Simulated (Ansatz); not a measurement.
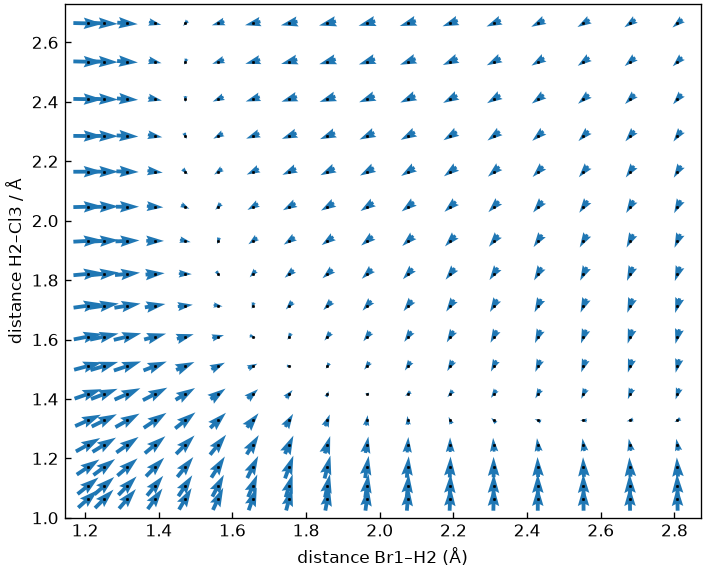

The system Br⁻ + HCl. First axis: distance Br1–H2. Second axis: distance H2–Cl3. Nothing is relaxed (the angle Br1–H2–Cl3 is fixed at 180 degrees). Grid: 17 × 17 points. The reference is spin-restricted, so regions where a bond is pulled apart into radicals lie too high. Method: RKS PBE0-D4/def2-SVPD (Ansatz 0.2.0).

Drawn: dots at the grid points, arrows along the force (downhill), their lengths compressed.

The arrows alone are given. Where is the energy lowest?

Answer. The arrows converge at about distance Br1–H2 = 1.852 Å, distance H2–Cl3 = 1.459 Å (read from the interpolated surface).

The energy map of the same scan:

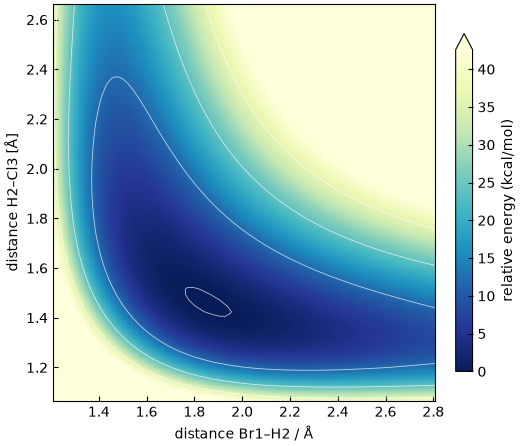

Energies are in kcal/mol, from the lowest grid point; between grid points the surface is interpolated.
